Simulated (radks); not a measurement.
**F: atomic calculation**

System: the neutral fluorine atom in the configuration [He] 2s2 2p5 (high spin).
Method: scalar-relativistic Kohn-Sham, r2SCAN, spin-polarised, spherical densities, finite nucleus (the in-house radial solver radks).

**The input**
```
Z 9
configuration [He] 2s2 2p5
relativity scalar-relativistic
functional r2scan,r2scan
spin polarised
nucleus finite rms 2.8976 fm
c 137.035999084
```

Energies in input and log are in hartree, lengths in bohr (the nuclear radius in fm).

The run was one of a batch that the task file lists, launched with:
```bash
python <driver script> task.json out
```

**Output**
```
1s      1   1.0000         -24.62480243
2s      1   1.0000          -1.19693938
2p      1   3.0000          -0.46193832
1s      2   1.0000         -24.58913976
2s      2   1.0000          -1.11635984
2p      2   2.0000          -0.38061877
Etot -99.79737165886364
Ekin 99.72070932063338
Encl -239.00954210056295
Eh 49.777542851256214
Exc -10.28608173019028
err 1.748108845090207e-07
it 17
```

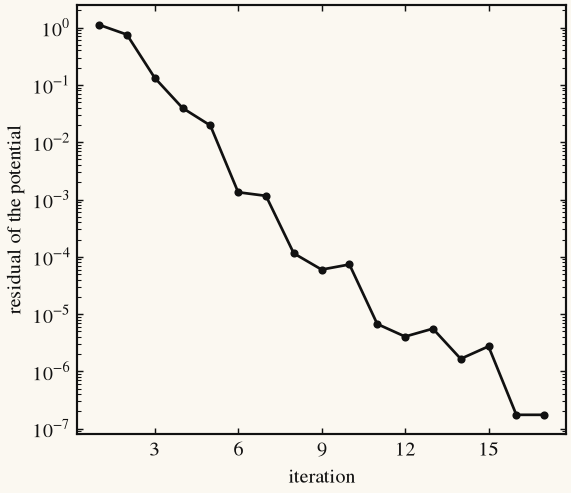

*Convergence: residual of the potential against the iteration.*

The residual falls almost steadily, with no more than small rises or pauses. It goes from 1.1 to 1.8×10⁻⁷ in 17 steps.

**Orbitals**

| orbital | occupation | energy (eV) | ⟨r⟩ (bohr) | outer maximum (bohr) |
| --- | --- | --- | --- | --- |
| 1s up | 1 | −670.075 | 0.1763 | 0.114 |
| 1s down | 1 | −669.105 | 0.1760 | 0.114 |
| 2s up | 1 | −32.570 | 0.9949 | 0.761 |
| 2s down | 1 | −30.378 | 1.011 | 0.767 |
| 2p up | 3 | −12.570 | 1.076 | 0.705 |
| 2p down | 2 | −10.357 | 1.126 | 0.720 |

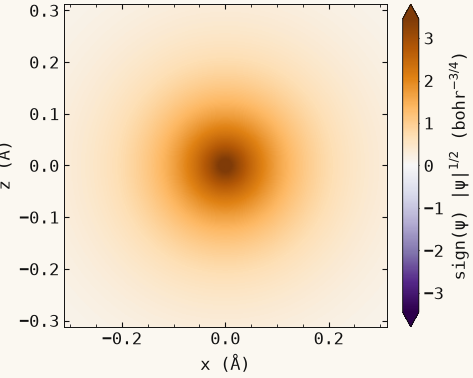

*One occupied orbital of down spin is shown. In the xz plane through the nucleus, the colour gives the signed square root of ψ. (1 bohr = 0.529 Å.) The radial function comes from the spherical calculation and is multiplied by a real spherical harmonic; the overall sign is chosen so that the largest lobe of P(r) is positive; at the scalar-relativistic level it is the large component.*

It is 1s of down spin. It has no angular node and no radial node. The maximum of P² lies at 0.114 bohr, ⟨r⟩ = 0.176 bohr, 90 % of the charge lies within 0.315 bohr, and the eigenvalue is −669.1 eV, with 1 electron in the shell for this spin.

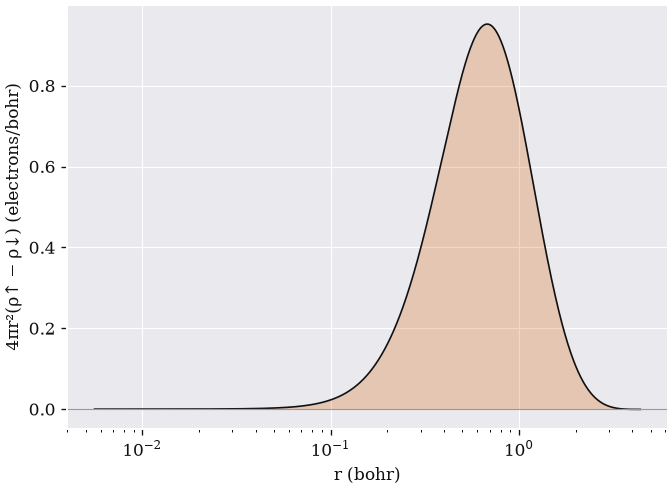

*The radial spin density.*

The curve integrates to 1 unpaired electron, held by 2p (+1). Its largest value, 0.952 electrons/bohr, lies near r = 0.68 bohr. Regions of the opposite sign are negligible.

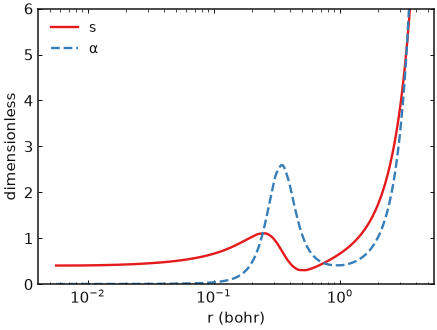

*The reduced density gradient s and the kinetic indicator α = (τ − τW)/τunif, the ingredients of GGAs and meta-GGAs.*

s starts near 0.41 at the inner end, has a maximum between the shells at r = 0.25 bohr (1.11), and grows in the tail, to 8.3 at 4.0 bohr (off the top of the plot). α peaks at r = 0.34 bohr (2.6), where shells overlap, and is small where one s orbital dominates. In the tail α rises again, to 10.3 at the end, as it does where the highest occupied level has l > 0.

**Results in brief**

- outcome: converged
- total energy: −99.797372 hartree
- kinetic energy: 99.720709 hartree
- electron–nucleus energy: −239.009542 hartree
- Hartree energy: 49.777543 hartree
- exchange–correlation energy: −10.286082 hartree
- radius at density 0.001 e/bohr³: 3.09 bohr
- SCF iterations: 17
- hardware: 1 CPU thread, shared host
